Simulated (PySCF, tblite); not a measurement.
# C15H19BFO4−: electronic excitations, NMR shifts

Wanted: electronic excitations, NMR shifts for C15H19BFO4− (`C=CCO[B-](OCC=C)(OCC=C)Oc1ccc(F)cc1`).

Computed with tblite 0.8.0 and PySCF 2.14.0 and routines of our own; the level stands in each step. Atoms count from 0.

### Step 1. The system as given

40 atoms, charge -1, multiplicity 1; geometry from: force field, distance geometry or constructed start.

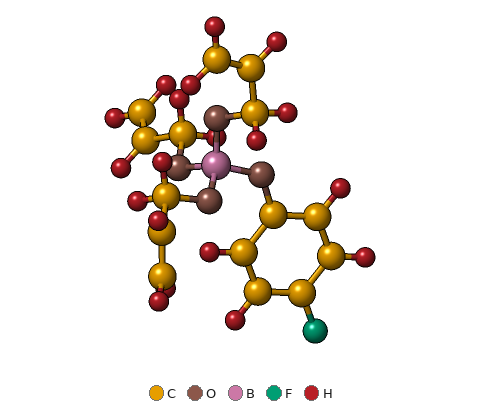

The starting geometry (carbon amber, oxygen brown, boron pink, fluorine teal, hydrogen red).

### Step 2. Geometry optimisation with GFN2-xTB

The job: settings as JSON, then the geometry in Å.

```
{"job": {"kind": "relax", "xc": "GFN2-xTB", "basis": "xTB"}, "charge": -1, "multiplicity": 1}
C      0.481300     3.356000    -2.608200
C     -0.692600     2.709000    -2.579400
C     -1.069400     1.856000    -1.397100
O     -0.156800     0.795800    -1.286700
B     -0.513700    -0.123900    -0.146000
O     -1.839200    -0.777900    -0.418200
C     -1.776300    -1.627500    -1.544600
C     -3.151900    -2.127300    -1.848100
C     -4.125900    -1.300300    -2.231300
O     -0.587400     0.661200     1.127100
C     -0.951900    -0.155000     2.217200
C     -0.926900     0.668800     3.471400
C     -1.238300     0.137500     4.660000
O      0.569200    -1.174700    -0.031700
C      1.929700    -0.941300     0.212900
C      2.778500    -2.058300     0.292200
C      4.148400    -1.894100     0.527100
C      4.680200    -0.619300     0.695000
F      6.007000    -0.457000     0.931700
C      3.849300     0.503200     0.628500
C      2.475700     0.347200     0.387300
H      0.731000     3.971000    -3.465900
H      1.183800     3.289800    -1.776200
H     -1.380500     2.796500    -3.410000
H     -2.107600     1.485600    -1.572700
H     -1.073700     2.502300    -0.487600
H     -1.132800    -2.510200    -1.328800
H     -1.390100    -1.103100    -2.443700
H     -3.363800    -3.192700    -1.775300
H     -5.116200    -1.685100    -2.450800
H     -3.943600    -0.231200    -2.324700
H     -0.237600    -0.997200     2.353000
H     -1.983600    -0.549700     2.087400
H     -0.646000     1.719100     3.424400
H     -1.209100     0.750800     5.547300
H     -1.513900    -0.907000     4.736300
H      2.375600    -3.054800     0.152000
H      4.794300    -2.760700     0.578100
H      4.260100     1.490400     0.757500
H      1.854800     1.231800     0.339600
```

Run with:

```console
$ OMP_NUM_THREADS=2 python large_run.py task.json out
```

The driver reads the jobs from task.json and runs them one after another.

The log of the run:

```text
step      E/eV     max force
  0   -1748.73510    2.563
  1   -1748.96738    1.169
  2   -1749.05075    1.149
  3   -1749.09367    0.381
  4   -1749.11302    0.287
  5   -1749.13137    0.267
  6   -1749.14626    0.200
  7   -1749.15603    0.176
  8   -1749.16238    0.150
  9   -1749.16707    0.129
 10   -1749.17091    0.132
 11   -1749.17386    0.134
 12   -1749.17625    0.093
 13   -1749.17744    0.068
 14   -1749.17961    0.074
 15   -1749.18029    0.067
 16   -1749.18155    0.112
 17   -1749.18297    0.092
 18   -1749.18405    0.073
 19   -1749.18541    0.068
 20   -1749.18662    0.090
 21   -1749.18777    0.071
 22   -1749.18895    0.080
 23   -1749.19029    0.089
 24   -1749.19160    0.086
 25   -1749.19260    0.061
 26   -1749.19318    0.041
 27   -1749.19356    0.038
 28   -1749.19393    0.040
 29   -1749.19428    0.051
 30   -1749.19463    0.047
 31   -1749.19501    0.043
 32   -1749.19545    0.045
 33   -1749.19591    0.048
 34   -1749.19631    0.046
 35   -1749.19661    0.035
 36   -1749.19686    0.036
 37   -1749.19710    0.030
 38   -1749.19735    0.036
 39   -1749.19758    0.033
 40   -1749.19777    0.028
 41   -1749.19793    0.028
 42   -1749.19808    0.033
 43   -1749.19826    0.036
 44   -1749.19850    0.030
 45   -1749.19884    0.048
 46   -1749.19937    0.059
 47   -1749.20015    0.087
 48   -1749.20115    0.090
 49   -1749.20225    0.066
 50   -1749.20343    0.066
 51   -1749.20480    0.094
 52   -1749.20668    0.148
 53   -1749.20938    0.160
 54   -1749.21270    0.107
 55   -1749.21624    0.127
 56   -1749.22007    0.175
 57   -1749.22305    0.168
 58   -1749.21478    0.320
 59   -1749.22788    0.101
 60   -1749.22993    0.093
 61   -1749.23704    0.170
 62   -1749.24091    0.214
 63   -1749.24550    0.250
 64   -1749.25258    0.126
 65   -1749.25669    0.129
 66   -1749.26149    0.233
 67   -1749.26582    0.255
 68   -1749.27019    0.163
 69   -1749.27313    0.097
 70   -1749.27562    0.099
 71   -1749.27963    0.161
 72   -1749.28303    0.152
 73   -1749.28581    0.094
 74   -1749.28797    0.118
 75   -1749.29015    0.125
 76   -1749.29214    0.102
 77   -1749.29401    0.091
 78   -1749.29580    0.073
 79   -1749.29822    0.106
 80   -1749.29982    0.098
 81   -1749.30230    0.093
 82   -1749.30482    0.109
 83   -1749.30824    0.113
 84   -1749.31196    0.124
 85   -1749.31572    0.122
 86   -1749.31908    0.113
 87   -1749.32205    0.125
 88   -1749.32452    0.088
 89   -1749.32372    0.334
 90   -1749.32832    0.097
 91   -1749.32998    0.065
 92   -1749.33357    0.090
 93   -1749.33516    0.070
 94   -1749.33680    0.070
 95   -1749.33814    0.053
 96   -1749.33939    0.050
 97   -1749.34030    0.052
 98   -1749.34130    0.068
 99   -1749.34236    0.073
100   -1749.34362    0.070
101   -1749.34489    0.068
102   -1749.34600    0.051
103   -1749.34687    0.048
104   -1749.34764    0.051
105   -1749.34842    0.050
106   -1749.34919    0.051
107   -1749.34993    0.046
108   -1749.35068    0.053
109   -1749.35154    0.057
110   -1749.35248    0.066
111   -1749.35331    0.047
112   -1749.35390    0.043
113   -1749.35438    0.043
114   -1749.35484    0.048
115   -1749.35532    0.043
116   -1749.35578    0.041
117   -1749.35621    0.043
118   -1749.35667    0.038
119   -1749.35718    0.044
120   -1749.35766    0.040
121   -1749.35807    0.033
122   -1749.35847    0.035
123   -1749.35895    0.038
124   -1749.35953    0.044
125   -1749.36014    0.052
126   -1749.36076    0.050
127   -1749.36140    0.054
128   -1749.36218    0.051
129   -1749.36299    0.064
130   -1749.36371    0.057
131   -1749.36427    0.048
132   -1749.36474    0.032
133   -1749.36510    0.035
134   -1749.36541    0.063
135   -1749.36571    0.041
136   -1749.36609    0.043
137   -1749.36656    0.056
138   -1749.36706    0.055
139   -1749.36763    0.053
140   -1749.36835    0.072
141   -1749.36919    0.076
142   -1749.37006    0.071
143   -1749.37094    0.056
144   -1749.37182    0.062
145   -1749.37271    0.080
146   -1749.37357    0.065
147   -1749.37439    0.057
148   -1749.37484    0.044
149   -1749.37549    0.051
150   -1749.37616    0.057
151   -1749.37683    0.056
152   -1749.37742    0.074
153   -1749.37801    0.052
154   -1749.37859    0.048
155   -1749.37921    0.047
156   -1749.37965    0.043
157   -1749.38012    0.045
158   -1749.38059    0.040
159   -1749.38100    0.050
160   -1749.38137    0.042
161   -1749.38177    0.045
162   -1749.38218    0.039
163   -1749.38262    0.041
164   -1749.38302    0.034
165   -1749.38336    0.027
166   -1749.38367    0.027
167   -1749.38393    0.040
168   -1749.38418    0.027
169   -1749.38447    0.026
170   -1749.38474    0.026
171   -1749.38496    0.028
172   -1749.38515    0.022
173   -1749.38534    0.033
174   -1749.38557    0.023
175   -1749.38580    0.026
176   -1749.38599    0.025
177   -1749.38618    0.026
178   -1749.38642    0.031
179   -1749.38666    0.027
180   -1749.38689    0.036
181   -1749.38708    0.032
182   -1749.38725    0.025
183   -1749.38739    0.039
184   -1749.38751    0.026
185   -1749.38762    0.026
186   -1749.38774    0.019
```

It took 5.5 s on 2 threads of Arm Neoverse N1, shared host; peak memory 0.19 GiB.

Along the way:

| step | energy from step 0 (eV) | largest force (eV/Å) |
| --- | --- | --- |
| 0 | 0.0000 | 2.5629 |
| 1 | -0.2323 | 1.1687 |
| 2 | -0.3157 | 1.1487 |
| 3 | -0.3586 | 0.3802 |
| 4 | -0.3779 | 0.2864 |
| 5 | -0.3963 | 0.2665 |
| 6 | -0.4112 | 0.2001 |
| 7 | -0.4209 | 0.1759 |
| 8 | -0.4273 | 0.1502 |
| 23 | -0.4552 | 0.0898 |
| 39 | -0.4625 | 0.0337 |
| 55 | -0.4811 | 0.1271 |
| 71 | -0.5445 | 0.1611 |
| 87 | -0.5869 | 0.1249 |
| 102 | -0.6109 | 0.0510 |
| 118 | -0.6216 | 0.0380 |
| 134 | -0.6303 | 0.0633 |
| 150 | -0.6411 | 0.0569 |
| 166 | -0.6486 | 0.0270 |
| 182 | -0.6521 | 0.0249 |
| 183 | -0.6523 | 0.0393 |
| 184 | -0.6524 | 0.0263 |
| 185 | -0.6525 | 0.0256 |
| 186 | -0.6526 | 0.0192 |

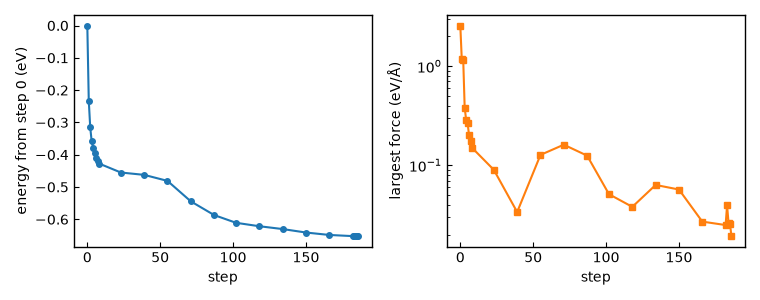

Energy and force, step by step.

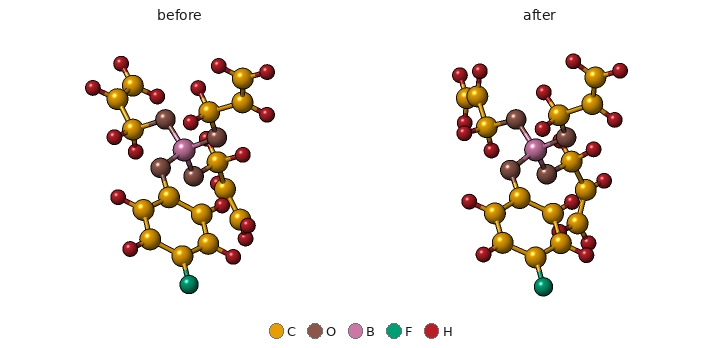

Before and after, at one scale.

Close pairs (by a distance rule), those that changed most:

| bond | before (Å) | after (Å) | change (Å) |
| --- | --- | --- | --- |
| O13–C14 | 1.402 | 1.316 | -0.086 |
| O3–B4 | 1.508 | 1.467 | -0.041 |
| B4–O9 | 1.498 | 1.465 | -0.032 |
| B4–O5 | 1.503 | 1.474 | -0.029 |
| C19–C20 | 1.403 | 1.379 | -0.024 |
| C0–C1 | 1.341 | 1.320 | -0.021 |
| C15–C16 | 1.400 | 1.380 | -0.020 |
| C11–C12 | 1.339 | 1.321 | -0.017 |

The final coordinates are the input of the step that follows.

### Step 3. Vibrational analysis with GFN2-xTB

The job: settings as JSON, then the geometry in Å.

```
{"job": {"kind": "ir", "xc": "GFN2-xTB", "basis": "xTB"}, "charge": -1, "multiplicity": 1}
C      0.604919     2.879221    -2.774113
C     -0.557741     2.949201    -2.153034
C     -1.072808     1.917122    -1.197586
O     -0.221364     0.824356    -1.099097
B     -0.520496    -0.133455    -0.028909
O     -1.791483    -0.852508    -0.228207
C     -1.921705    -1.525650    -1.443735
C     -3.367104    -1.777044    -1.745570
C     -3.924524    -1.665096    -2.937566
O     -0.560158     0.552255     1.265240
C     -0.776227    -0.256757     2.377995
C     -0.820939     0.573009     3.622718
C     -1.294686     0.171827     4.789143
O      0.582135    -1.187936    -0.069138
C      1.848223    -0.894901     0.139095
C      2.772734    -1.955619     0.159879
C      4.118299    -1.733937     0.370753
C      4.561421    -0.440669     0.563771
F      5.901619    -0.215232     0.768544
C      3.686774     0.629377     0.554050
C      2.342183     0.402981     0.347680
H      0.946929     3.646481    -3.451621
H      1.248283     2.032950    -2.608280
H     -1.226368     3.791183    -2.301995
H     -2.081506     1.598565    -1.526411
H     -1.209259     2.387917    -0.208024
H     -1.401346    -2.502122    -1.384516
H     -1.447344    -0.958267    -2.257609
H     -3.958205    -2.061410    -0.884871
H     -4.969909    -1.872796    -3.107359
H     -3.354491    -1.364711    -3.802791
H      0.043049    -0.995476     2.475739
H     -1.706935    -0.832107     2.259637
H     -0.416663     1.568730     3.499925
H     -1.288519     0.807278     5.660559
H     -1.704670    -0.816760     4.925278
H      2.404502    -2.958885     0.003593
H      4.824001    -2.552247     0.386012
H      4.063925     1.630387     0.706915
H      1.635457     1.214563     0.332997
```

The log of the run:

```text
mode    cm-1     km/mol
  1      -6.7      0.52
  2       7.1      0.27
  3      12.3      0.21
  4      18.6      0.15
  5      23.1      0.11
  6      33.3      0.17
  7      42.3      0.20
  8      52.5      1.50
  9      62.7      2.13
 10      71.2      4.05
 11      83.9      0.46
 12     109.8      3.24
 13     121.8      3.44
 14     153.6      1.47
 15     158.9      3.33
 16     171.6      3.67
 17     207.9      5.26
 18     219.3      1.07
 19     243.8      0.55
 20     264.9      2.98
 21     305.0      0.90
 22     310.8     18.96
 23     362.5      2.91
 24     365.0      6.70
 25     378.2      0.89
 26     383.5      0.02
 27     412.5      0.84
 28     452.2      9.35
 29     472.6      0.47
 30     483.5      0.25
 31     513.2      1.30
 32     535.8      0.91
 33     546.7      0.11
 34     558.0      1.22
 35     600.9      5.01
 36     619.9      6.46
 37     643.2     12.27
 38     654.8      0.31
 39     708.6     23.65
 40     756.4    119.48
 41     772.0    610.56
 42     803.7     38.56
 43     851.1      3.47
 44     867.3     12.82
 45     871.7    188.91
 46     873.7     14.16
 47     874.4     65.71
 48     887.9     85.84
 49     891.9    113.60
 50     897.4    211.74
 51     908.9     25.58
 52     928.4     29.86
 53     937.6    171.21
 54     947.1     43.78
 55     960.8     26.07
 56     963.2      5.40
 57     979.7     12.66
 58    1007.6     33.34
 59    1010.6     85.62
 60    1023.1     17.06
 61    1025.7     17.76
 62    1027.7     22.45
 63    1097.9    212.29
 64    1112.3      3.87
 65    1116.2     90.04
 66    1128.6     39.27
 67    1138.6     13.28
 68    1157.6    154.83
 69    1162.2     14.10
 70    1179.9    149.56
 71    1204.7      0.28
 72    1208.2      1.99
 73    1210.9      1.19
 74    1253.9      3.26
 75    1257.9      5.13
 76    1262.3      4.87
 77    1287.2     10.83
 78    1317.6      1.63
 79    1319.5     31.93
 80    1323.4      8.26
 81    1329.3      3.58
 82    1337.1    101.82
 83    1388.5      7.40
 84    1420.4      3.85
 85    1420.8      5.07
 86    1422.2     32.50
 87    1464.0      7.74
 88    1469.7      1.19
 89    1479.0     10.17
 90    1488.9    460.50
 91    1568.3      2.43
 92    1605.8     95.37
 93    1706.9     16.34
 94    1710.1     14.17
 95    1712.7     22.25
 96    2742.2     85.13
 97    2744.9     70.03
 98    2750.3     98.39
 99    2815.6     73.74
100    2849.2     49.48
101    2861.5     57.44
102    3010.0     97.98
103    3057.4     27.04
104    3065.4     17.55
105    3069.6     41.24
106    3073.6     75.65
107    3074.1     61.02
108    3075.9     53.49
109    3078.9     36.16
110    3086.3     48.26
111    3096.8     87.62
112    3098.5     95.28
113    3137.2     29.57
114    3141.0      2.56
```

It took 6.4 s on 2 threads of Arm Neoverse N1, shared host; peak memory 0.18 GiB.

The strongest bands and the atoms that carry them (share of the mass-weighted mode):

| cm⁻¹ | km/mol | atoms |
| --- | --- | --- |
| 772 | 610.6 | B4 58 %, O5 17 % |
| 872 | 188.9 | B4 30 %, H29 14 % |
| 897 | 211.7 | B4 35 % |
| 938 | 171.2 | B4 18 %, H34 12 % |
| 1098 | 212.3 | C6 47 %, O5 36 % |
| 1158 | 154.8 | C2 39 %, O3 25 %, C1 11 % |
| 1180 | 149.6 | C17 29 %, H36 25 %, H39 22 % |
| 1489 | 460.5 | C14 27 %, C17 12 %, C16 11 %, C19 11 % |

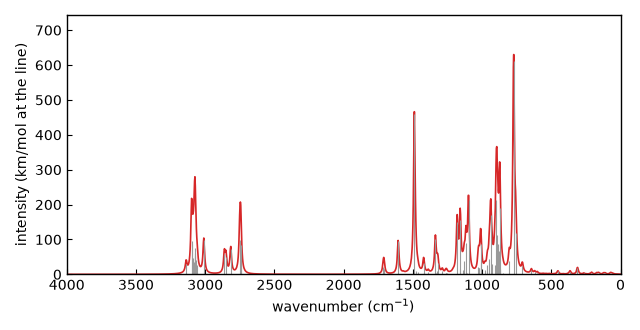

The infrared spectrum from these modes, unscaled. Lines are broadened to a width of 14 cm⁻¹ (Lorentzian).

### Step 4. Electronic excitations: TDA B3LYP/6-31G*

The job, as its differences from that of step 3:

```diff
@@ -1,2 +1,2 @@
-{"job": {"kind": "ir", "xc": "GFN2-xTB", "basis": "xTB"}, "charge": -1, "multiplicity": 1}
+{"job": {"kind": "uv", "basis": "6-31G*", "grid": 1, "kgrid": 0, "vcut": 1.5, "nstates": 6, "ntriplets": 2, "tda": true, "delta": [], "pop": true, "xc": "B3LYP"}, "charge": -1, "multiplicity": 1}
 C      0.604919     2.879221    -2.774113
```

With the program's defaults for keys left out, this is: TDA B3LYP/6-31G*, vertical, gas phase, core orbitals frozen in the response, virtual orbitals cut by energy.

The log of the run:

```text
start: PBE on a coarse grid of 32808 points
cycle   1  E = -1007.1815783458  dE =  2.909e+00  |g| = 1.520e+00  |ddm| = 6.368e+00
cycle   2  E = -1004.6171728583  dE =  2.564e+00  |g| = 3.663e+00  |ddm| = 7.110e+00
cycle   3  E = -1007.5037382683  dE = -2.887e+00  |g| = 8.406e-01  |ddm| = 6.120e+00
cycle   4  E = -1007.6801499076  dE = -1.764e-01  |g| = 2.836e-01  |ddm| = 1.333e+00
cycle   5  E = -1007.6858575731  dE = -5.708e-03  |g| = 2.490e-01  |ddm| = 5.319e-01
cycle   6  E = -1007.7015577582  dE = -1.570e-02  |g| = 3.328e-02  |ddm| = 2.812e-01
cycle   7  E = -1007.7018215539  dE = -2.638e-04  |g| = 1.594e-02  |ddm| = 4.975e-02
cycle   8  E = -1007.7018787773  dE = -5.722e-05  |g| = 4.126e-03  |ddm| = 1.931e-02
final grid: 142611 points
cycle   9  E = -1008.7111675256  dE = -5.187e-03  |g| = 1.449e-01  |ddm| = 4.446e-01
cycle  10  E = -1008.7048705120  dE =  6.297e-03  |g| = 2.332e-01  |ddm| = 3.359e-01
cycle  11  E = -1008.7148831854  dE = -1.001e-02  |g| = 1.840e-02  |ddm| = 2.250e-01
cycle  12  E = -1008.7149636883  dE = -8.050e-05  |g| = 5.321e-03  |ddm| = 2.520e-02
cycle  13  E = -1008.7149689048  dE = -5.216e-06  |g| = 1.643e-03  |ddm| = 6.864e-03
cycle  14  E = -1008.7149701039  dE = -1.199e-06  |g| = 4.430e-04  |ddm| = 2.055e-03
cycle  15  E = -1008.7149715113  dE = -1.407e-06  |g| = 1.557e-04  |ddm| = 5.388e-04
cycle  16  E = -1008.7149701836  dE =  1.328e-06  |g| = 2.817e-05  |ddm| = 1.766e-04
converged SCF energy = -1008.7149701836

Static polarisability (au): isotropic 176.476, principal 154.461 167.023 207.944

Singlet excitations
state   eV       nm        f      main configurations
  1   4.9089    252.6   0.02096   H->L+1 0.72, H->L 0.19
  2   4.9318    251.4   0.05654   H->L 0.66, H->L+1 0.18, H-4->L+4 0.10
  3   5.0070    247.6   0.00144   H->L+2 0.89, H->L+1 0.09
  4   5.3002    233.9   0.00033   H->L+3 0.99
  5   5.4094    229.2   0.00934   H-1->L+2 0.35, H-1->L+1 0.25, H-1->L 0.17
  6   5.4327    228.2   0.00108   H-1->L 0.78, H-1->L+1 0.09

Triplet excitations (Tamm-Dancoff, eV): 3.6773 4.0515
```

It took 41 s on 2 threads of Arm Neoverse N1, shared host; peak memory 0.87 GiB.

The orbitals next to the gap, with their largest atomic shares:

| orbital | eV | atoms |
| --- | --- | --- |
| HOMO−4 | -3.49 | C19 26 %, C16 24 %, C20 22 % |
| HOMO−3 | -2.99 | O5 23 %, O3 18 %, O9 17 % |
| HOMO−2 | -2.78 | O3 42 %, O5 21 %, O9 8 % |
| HOMO−1 | -2.59 | O9 36 %, O5 29 %, H31 4 % |
| HOMO | -1.83 | O13 26 %, C17 19 %, C20 14 % |
| LUMO | 3.49 | C15 26 %, C20 24 %, C19 22 % |
| LUMO+1 | 3.63 | C11 39 %, C12 36 %, C7 8 % |
| LUMO+2 | 3.66 | C7 40 %, C8 37 %, C11 8 % |
| LUMO+3 | 4.01 | C1 46 %, C0 46 % |

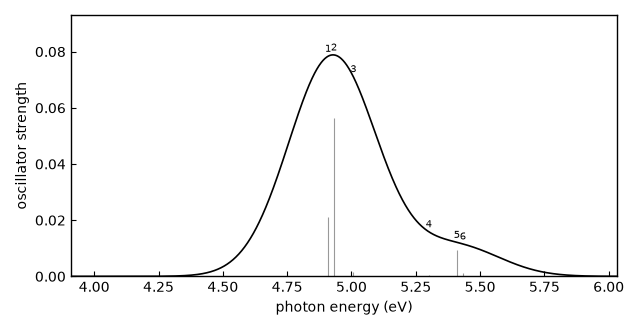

Absorption spectrum from the 6 singlet states computed; above the last one it falls off for lack of states. Lines are broadened to a width of 0.40 eV (Gaussian).

Ground-state properties from the same run:

| property | computed |
| --- | --- |
| polarisability (Å³) | 26.15 |
| HOMO–LUMO gap (eV) | 5.32 |
| −ε(HOMO) (eV) | 1.83 |

[end of part 1 of 2]
